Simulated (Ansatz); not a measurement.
```xyz
10

C    -0.0477   -0.0146   -3.3439
Al   -0.0471    0.0279   -1.4361
O    -0.0430    0.0653    0.1958
Si   -0.0418    0.1062    1.9180
H     0.0686    1.0037   -3.7365
H     0.7835   -0.6367   -3.7000
H    -0.9950   -0.4355   -3.7049
H     1.1796   -0.6198    2.3380
H    -1.2893   -0.5735    2.3389
H    -0.0149    1.5409    2.2874
```

Geometry: PBE0-D3(BJ)/pcseg-1.

Level of theory: Ansatz, isolated molecule in a Gaussian basis; Kohn-Sham density functional theory, functional PBE0.

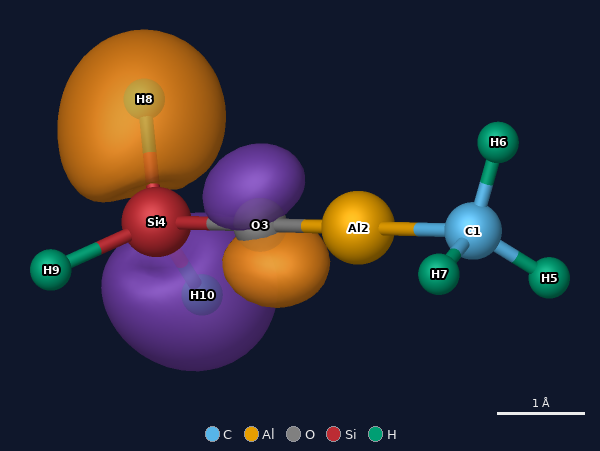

CH$_{6}$AlOSi (SMILES [CH3][Al+][O][SiH3]) (charge +1). The HOMO at ±0.15 Å⁻³ᐟ² (orange and purple are the two phases), seen at an oblique angle.

> Describe this orbital and give its energy.

It lies mainly on Si4 (about 35 %), H8 (about 25 %), H10 (about 25 %) and O3 (about 15 %). It is one of a degenerate set, so its orientation is arbitrary. Its energy is −13.27 eV.
